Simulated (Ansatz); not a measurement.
# BH4N2···H2O (doublet): what the fields show

Input

```
crystal:
  periodic: [false, false, false]
  atoms:
    - { symbol: B, position_ang: [-0.170086, 0.026299, -0.326269] }
    - { symbol: H, position_ang: [-0.057186, -0.204611, 2.049506] }
    - { symbol: "N", position_ang: [1.153902, 0.073495, -0.746981] }
    - { symbol: H, position_ang: [1.922748, -0.022246, -0.116697] }
    - { symbol: H, position_ang: [1.439647, 0.232946, -1.696461] }
    - { symbol: "N", position_ang: [-1.335176, 0.144582, -1.077215] }
    - { symbol: H, position_ang: [-2.245388, 0.12497, -0.66833] }
    - { symbol: H, position_ang: [-1.353768, 0.297329, -2.069682] }
    - { symbol: O, position_ang: [0.212797, -0.29933, 2.987911] }
    - { symbol: H, position_ang: [-0.081891, -1.174535, 3.231319] }
magnetization:
  spin_polarized: true
  initial_magnetization: 1
basis:
  gaussian: { orbitals: def2-mTZVP }
hamiltonian:
  xc: { name: BHLYP }
relax:
  f_tol: 0.03
  max_steps: 50
output:
  orbitals: {}
```

Launched as:

```sh
ansatz run input.yaml --threads 4 --pin off --max-ram 5120MiB --backend cpu --events-out ev --progress --plain --runs-dir out
```

The fields are those of the run's last geometry, not of the input's.

These are results of UKS BHLYP/def2-mTZVP (Ansatz), not measurements.

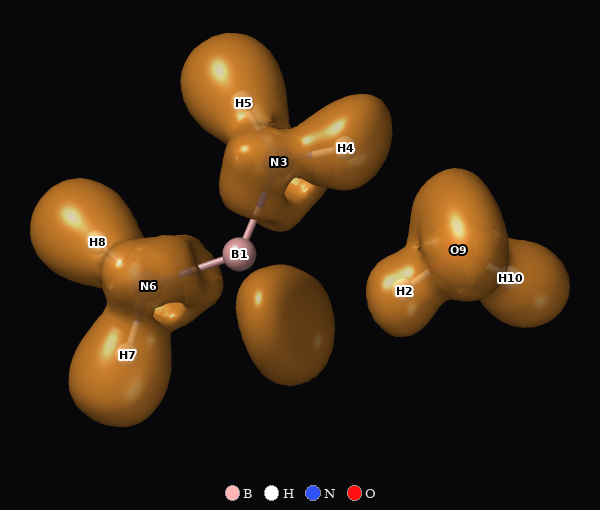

Figure 1. Isosurface of the ELF at 0.75 (orange), seen at a tilt. Core shells and regions of very low density are left out.

Q: What do the ELF domains correspond to?

A: The ELF exceeds this value in one lobe on B, pointing away from the bonds (non-bonding electrons), two joined regions spread over several atoms (H, N), in which their bonds and any lone pairs are merged and one joined region spread over several atoms (H, O), in which their bonds and any lone pairs are merged. Along the contacts the grid gives the following. B1···H2 (2.57 Å): the ELF dips to about 0.05 between them. B–N (1.39 Å): the ELF peaks at about 0.95 between the atoms, as expected for a short, strongly polar bond.

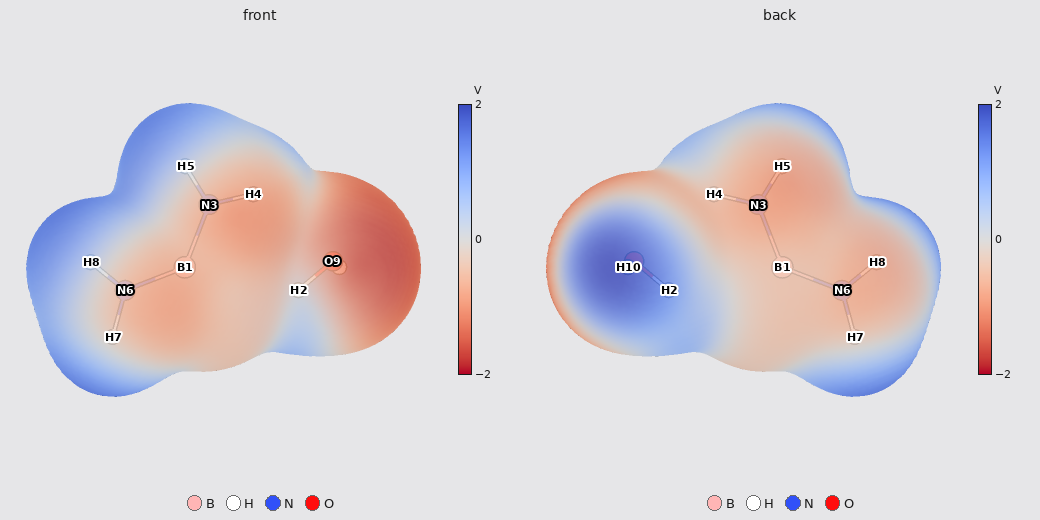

Figure 2. The electrostatic potential painted on the density surface at 0.001 e/bohr³, seen from the front and from behind; the colour scale runs from red (negative) to blue (positive).

Q: Which sites attract a positive test charge, and which a negative one?

A: A positive charge is drawn to the negative regions and a negative charge to the positive ones. The most negative region (about −1.6 V, or −37 kcal/mol for a unit charge) lies over O9, the most positive (about +1.7 V, or +39 kcal/mol for a unit charge) over H10. O9 is the likeliest acceptor of a hydrogen bond.

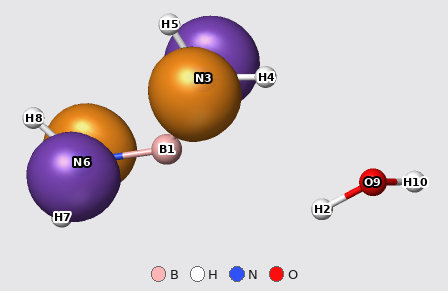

Figure 3. The HOMO−1 (α) at ±0.2 Å⁻³ᐟ² (orange and purple are the two phases), seen at a tilt.

Q: Where does this orbital lie, and at what energy?

A: It lies mainly on N3 (about 40 %) and N6 (about 35 %); largely a combination of lone pairs on N3 and N6. Its energy is −8.33 eV.
